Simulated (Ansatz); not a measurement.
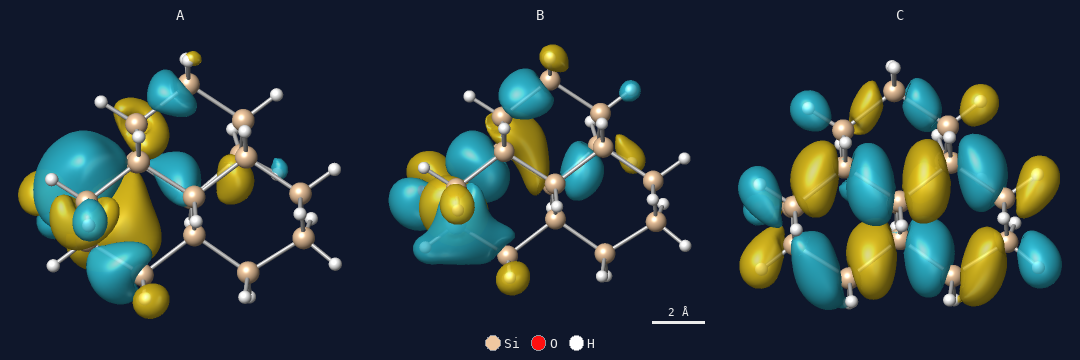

Figure 1: H22OSi17 (Si17H24 off sphere). Three frontier orbitals at ±0.05 Å⁻³ᐟ² (yellow and cyan are the two phases), in no order.

Geometry: r2SCAN-D4/def2-SVP.

Theory: RKS PBE0-D4/def2-TZVP (Ansatz).

Input

```
crystal:
  periodic: [false, false, false]
  atoms:
    - {symbol: Si, position_ang: [-1.837580, -2.758608, 2.868742]}
    - {symbol: Si, position_ang: [1.241285, -2.890451, -0.254454]}
    - {symbol: Si, position_ang: [-1.661769, 2.599434, -2.785018]}
    - {symbol: Si, position_ang: [1.128262, -0.145216, -2.818309]}
    - {symbol: Si, position_ang: [-1.594511, -0.198357, -0.099917]}
    - {symbol: Si, position_ang: [1.102645, -0.208334, 2.615743]}
    - {symbol: Si, position_ang: [1.066922, 2.564025, -0.070495]}
    - {symbol: Si, position_ang: [3.818827, -0.118429, -0.059184]}
    - {symbol: Si, position_ang: [-3.006134, -1.483964, 1.273942]}
    - {symbol: Si, position_ang: [-2.963706, 1.174463, -1.430538]}
    - {symbol: Si, position_ang: [-0.235397, -1.529210, -1.478630]}
    - {symbol: Si, position_ang: [-0.273830, -1.460634, 4.052535]}
    - {symbol: Si, position_ang: [2.464200, -1.543416, 1.237367]}
    - {symbol: Si, position_ang: [-0.261501, 1.245828, -4.119950]}
    - {symbol: Si, position_ang: [-0.304343, 3.937294, -1.397717]}
    - {symbol: Si, position_ang: [2.447889, 1.223828, -1.423766]}
    - {symbol: Si, position_ang: [-0.256079, 1.161842, 1.271432]}
    - {symbol: O, position_ang: [-0.262014, 1.272811, -5.669805]}
    - {symbol: H, position_ang: [-2.819860, -3.344818, 3.837294]}
    - {symbol: H, position_ang: [-1.134907, -3.889070, 2.187082]}
    - {symbol: H, position_ang: [2.203388, -3.512160, -1.221578]}
    - {symbol: H, position_ang: [0.519134, -3.989344, 0.458208]}
    - {symbol: H, position_ang: [-2.523714, 3.445321, -3.671268]}
    - {symbol: H, position_ang: [1.999326, -0.980453, -3.706069]}
    - {symbol: H, position_ang: [2.008300, 0.662452, 3.438937]}
    - {symbol: H, position_ang: [1.941208, 3.415831, 0.803378]}
    - {symbol: H, position_ang: [4.737952, -0.931183, -0.919318]}
    - {symbol: H, position_ang: [4.646596, 0.756770, 0.831993]}
    - {symbol: H, position_ang: [-3.860815, -2.376677, 0.426870]}
    - {symbol: H, position_ang: [-3.905340, -0.527207, 1.997437]}
    - {symbol: H, position_ang: [-3.841404, 0.324526, -2.297404]}
    - {symbol: H, position_ang: [-3.839504, 2.000929, -0.537925]}
    - {symbol: H, position_ang: [-1.107772, -2.361429, -2.371846]}
    - {symbol: H, position_ang: [0.556396, -2.347288, 4.929641]}
    - {symbol: H, position_ang: [-1.020564, -0.500833, 4.928800]}
    - {symbol: H, position_ang: [3.333465, -2.412830, 2.098555]}
    - {symbol: H, position_ang: [0.539846, 4.837186, -2.246845]}
    - {symbol: H, position_ang: [-1.175611, 4.787403, -0.523530]}
    - {symbol: H, position_ang: [3.291149, 2.110432, -2.292914]}
    - {symbol: H, position_ang: [-1.160446, 1.989558, 2.138527]}
basis:
  gaussian: {orbitals: def2-TZVP, fitting: {mean_field: def2-universal-jkfit}, initial_orbitals: start.molden}
hamiltonian: {xc: pbe0, dispersion: d4}
scf: {omitted_lower_state_checks: [starts]}
output: {orbitals: {seedname: orbitals}}
```

Run with:

```sh
ansatz run in.yaml --threads 2 --pin off --events-out ev --progress --plain --max-ram 32768MiB --backend cuda --devices 0, --max-vram 18GiB
```

Q: Which picture is the HOMO−1, the HOMO and the LUMO?

A: C is the HOMO−1 (−7.39 eV). Its weight (Hirshfeld) is mainly on Si17 (about 10 %), Si5 (about 10 %), Si6 (about 10 %), Si7 (about 10 %), Si10 (about 10 %) and Si9 (about 10 %). B is the HOMO (−6.90 eV). Its weight (Hirshfeld) is mainly on O18 (about 35 %), Si14 (about 15 %), Si4 (about 15 %) and Si3 (about 15 %). A is the LUMO (−2.67 eV). It lies mainly on Si14 (about 40 %), O18 (about 15 %), Si4 (about 10 %) and Si3 (about 10 %).

Q: What is the HOMO–LUMO gap?

A: 4.23 eV between the orbital energies.
